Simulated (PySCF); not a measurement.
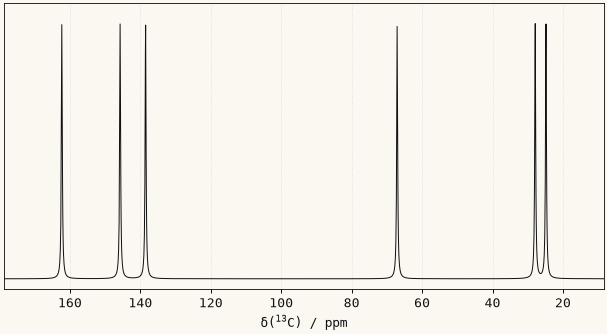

GIAO shifts, PBE0/pcSseg-1, PySCF, at a GFN2-xTB geometry (no frequency check), against TMS for ¹³C computed at the same level. Gas phase, fully decoupled, line heights follow the number of nuclei, widths are arbitrary (no quadrupolar broadening); values of one conformer, averaged over nuclei that symmetry, rotation about single bonds or ring flips exchange, these motions taken as fast; other conformers aren't averaged in.

Which molecule was computed?
A. C₆H₁₀O, SMILES CCC1CC(=O)C1
B. C₉H₁₂, SMILES C=CCC1=CCC=CC1
C. C₆H₁₀ (cyclohexene), SMILES C1=CCCCC1
D. C₆H₈O₃, SMILES O=COC1=COCCC1

Answer. D. Its ¹³C signals: 162.3 (1 C), 145.8 (1 C), 138.5 (1 C), 67.1 (1 C), 27.9 (1 C), 24.8 (1 C) ppm.

Note: the tight-binding geometry is rougher than a DFT one and adds to the error.
